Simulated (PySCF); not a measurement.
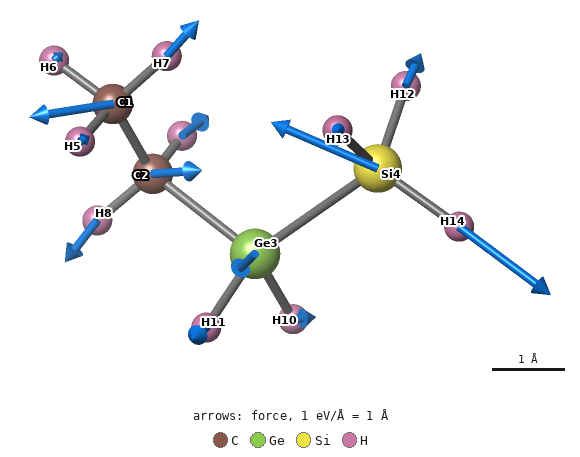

Starting geometry of C2H10GeSi with the computed forces as blue arrows. A ball-and-stick model, seen at a tilt.

The start comes from GFN2-xTB. Its atoms were then displaced at random by about 0.01 Å.

These are results of PBE0-D3(BJ)/def2-SVP geometry optimisation, gas phase in PySCF, not measurements. 

What follows when this structure is relaxed?

Answer. It isn't relaxed: the largest force vector, on Si atoms, is 1.63 eV/Å. The final displacements have little in common with the starting forces (cosine between the two patterns 0.22). The energy falls by 17.8 kJ/mol in 8 geometry steps. The largest moves after the best rigid fit, 0.21 Å, are those of H atoms. Largest moves by element: H 0.21 Å, C 0.08 Å, Ge 0.08 Å, Si 0.08 Å. Some distances before and after: H–Si 1.417 → 1.496 Å, H–Si 1.465 → 1.497 Å, Ge–H 1.519 → 1.546 Å, C–C 1.499 → 1.523 Å. Bond angles that change, for instance: H–Ge–H 100.4° → 108.0°, C–Ge–Si 115.4° → 109.8°, C–Ge–H 106.8° → 110.3°.
